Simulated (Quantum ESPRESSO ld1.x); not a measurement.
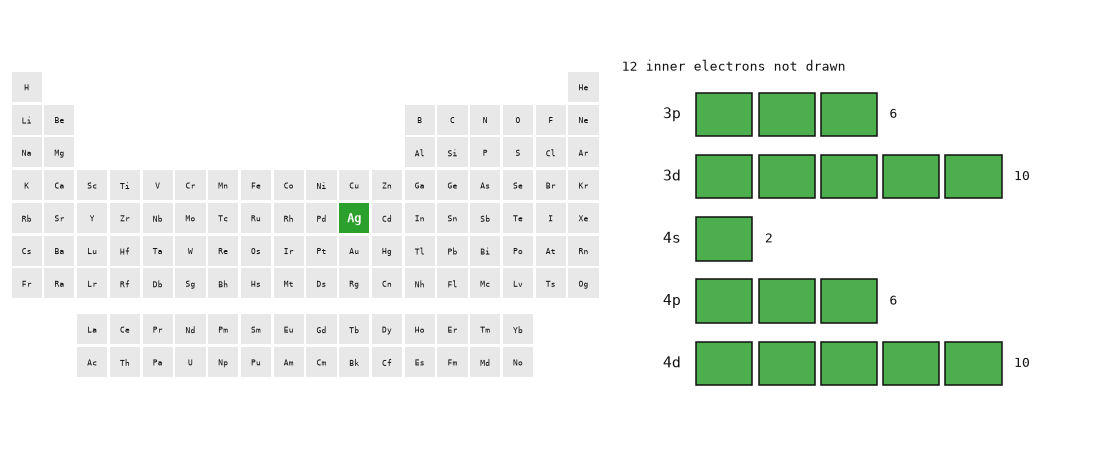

*Left, the place of silver in the periodic table; right, the outer shells as the input fills them: a box for each of the 2l + 1 orbitals, shaded by the share of the shell that is filled, with the electron count at the right.*

# Run report: Ag⁺, atomic calculation

- system: the silver ion Ag⁺ in the configuration [Kr] 4d10.
- method: scalar-relativistic Kohn-Sham, PBE, spin-unpolarised, spherical densities, point nucleus (Quantum ESPRESSO ld1.x 7.5)

### The input
```
 &input
    atom='Ag',
    iswitch=1,
    rel=1,
    dft='PBE',
    config='[Kr] 4d10',
    verbosity='high',
    prefix='ld1',
    max_out_wfc=37,
    file_charge='ld1.rho',
 /
```

### Output
```
     Program LD1 v.7.5 starts

     --------------------------- All-electron run ----------------------------

     scalar relativistic calculation

     atomic number is 47.00
     dft =PBE   lsd =0 sic =0 latt =0  beta=0.20 tr2=1.0E-14
     Exchange-correlation= PBE
                           (   1   4   3   4   0   0   0)
     mesh =2057 r(mesh) =  99.27089 a.u. xmin = -8.00 dx = 0.00800
     1 Ry =  13.60569312 eV, c = 137.03599908

     n l     nl                  e(Ry)          e(Ha)          e(eV)
     1 0     1S 1( 2.00)   -1862.356028804    -931.178014402 -25338.6446137
     2 0     2S 1( 2.00)    -274.709487255    -137.354743627  -3737.6129816
     2 1     2P 1( 6.00)    -246.463334092    -123.231667046  -3353.3044897
     3 0     3S 1( 2.00)     -50.849194604     -25.424597302   -691.8385373
     3 1     3P 1( 6.00)     -41.571862331     -20.785931166   -565.6140014
     4 0     4S 1( 2.00)      -7.590672478      -3.795336239   -103.2763603
     4 1     4P 1( 6.00)      -4.911463591      -2.455731795    -66.8238664
     3 2     3D 1(10.00)     -26.943774173     -13.471887086   -366.5887230
     4 2     4D 1(10.00)      -1.149420625      -0.574710312    -15.6386643

     final scf error:  4.5E-15 reached in  26 iterations

     Etot =  -10631.502223 Ry,   -5315.751112 Ha, -144648.956688 eV

     Ekin =   11045.098328 Ry,    5522.549164 Ha,  150276.218365 eV
     Encl =  -25671.315970 Ry,  -12835.657985 Ha, -349276.047155 eV
     Eh   =    4292.549271 Ry,    2146.274636 Ha,   58403.108102 eV
     Exc  =    -297.833853 Ry,    -148.916926 Ha,   -4052.236000 eV

     normalization and overlap integrals

     s(1S/1S) =  1.000000  <r> =   0.0311  <r2> =    0.0013  r(max) =   0.0201
     s(1S/2S) = -0.011543
     s(1S/3S) = -0.004772
     s(1S/4S) = -0.002053
     s(2S/2S) =  1.000000  <r> =   0.1349  <r2> =    0.0215  r(max) =   0.1142
     s(2S/3S) = -0.002911
     s(2S/4S) = -0.001208
     s(2P/2P) =  1.000000  <r> =   0.1177  <r2> =    0.0169  r(max) =   0.0913
     s(2P/3P) = -0.002378
     s(2P/4P) = -0.000906
     s(3S/3S) =  1.000000  <r> =   0.3685  <r2> =    0.1554  r(max) =   0.3335
     s(3S/4S) = -0.000797
     s(3P/3P) =  1.000000  <r> =   0.3676  <r2> =    0.1569  r(max) =   0.3256
     s(3P/4P) = -0.000659
     s(4S/4S) =  1.000000  <r> =   0.9126  <r2> =    0.9442  r(max) =   0.8235
     s(4P/4P) =  1.000000  <r> =   1.0016  <r2> =    1.1511  r(max) =   0.8780
     s(3D/3D) =  1.000000  <r> =   0.3458  <r2> =    0.1425  r(max) =   0.2730
     s(3D/4D) = -0.000385
     s(4D/4D) =  1.000000  <r> =   1.3872  <r2> =    2.3591  r(max) =   1.0386

     ------------------------ End of All-electron run ------------------------
```

### Orbitals

| orbital | occupation | energy (eV) | ⟨r⟩ (bohr) | outer maximum (bohr) |
| --- | --- | --- | --- | --- |
| 1s | 2 | −25338.6 | 0.03111 | 0.0201 |
| 2s | 2 | −3737.6 | 0.1349 | 0.114 |
| 2p | 6 | −3353.3 | 0.1177 | 0.0913 |
| 3s | 2 | −691.839 | 0.3685 | 0.334 |
| 3p | 6 | −565.614 | 0.3676 | 0.326 |
| 3d | 10 | −366.589 | 0.3458 | 0.273 |
| 4s | 2 | −103.276 | 0.9126 | 0.824 |
| 4p | 6 | −66.824 | 1.002 | 0.878 |
| 4d | 10 | −15.639 | 1.387 | 1.04 |

### Slater integrals of the outer shells (hartree)

```csv
integral,value
"F0(4d,4d)",0.6592
"F2(4d,4d)",0.3217
"F4(4d,4d)",0.2082
"F0(4d,4p)",0.7548
"F2(4d,4p)",0.3644
"G1(4d,4p)",0.4559
"G3(4d,4p)",0.2771
"F0(4d,4s)",0.7787
```

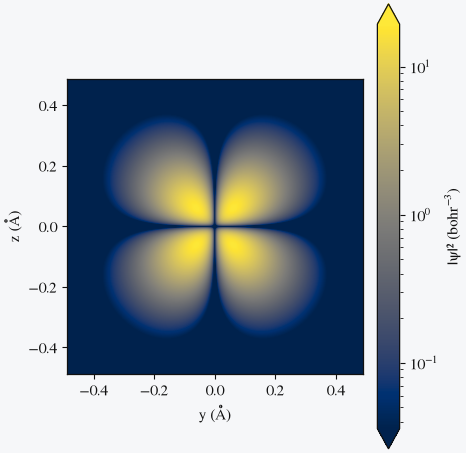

*The 3d(yz) orbital. In the yz plane through the nucleus, the colour gives |ψ|² on a logarithmic scale. (1 bohr = 0.529 Å.) The radial function comes from the spherical calculation and is multiplied by a real spherical harmonic; the overall sign is chosen so that the largest lobe of P(r) is positive; at the scalar-relativistic level it is the large component.*

It has the nodal planes xy and xz and no radial node. The maximum of P² lies at 0.273 bohr, ⟨r⟩ = 0.346 bohr, 90 % of the charge lies within 0.547 bohr, and the eigenvalue is −366.6 eV, with 10 electrons in the shell.

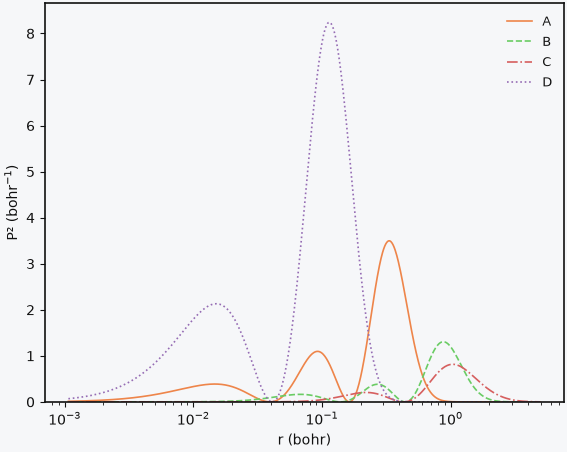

*The radial probability densities P² of 4d, 2s, 3s and 4p.*

A is 3s; B is 4p; C is 4d; D is 2s. 2s: outer maximum at 0.114 bohr, ⟨r⟩ = 0.135 bohr, 1 node, eigenvalue −3738 eV; 3s: outer maximum at 0.334 bohr, ⟨r⟩ = 0.369 bohr, 2 nodes, eigenvalue −691.8 eV; 4p: outer maximum at 0.878 bohr, ⟨r⟩ = 1.00 bohr, 2 nodes, eigenvalue −66.8 eV; 4d: outer maximum at 1.04 bohr, ⟨r⟩ = 1.39 bohr, 1 node, eigenvalue −15.6 eV.

### Results in brief

- outcome: converged
- total energy: −5315.7511 hartree
- kinetic energy: 5522.5492 hartree
- electron–nucleus energy: −12835.6580 hartree
- Hartree energy: 2146.2746 hartree
- exchange–correlation energy: −148.916926 hartree
- radius at density 0.001 e/bohr³: 3.59 bohr
- SCF iterations: 26
- hardware: 1 CPU thread, shared host
- wall time: 0.73 s
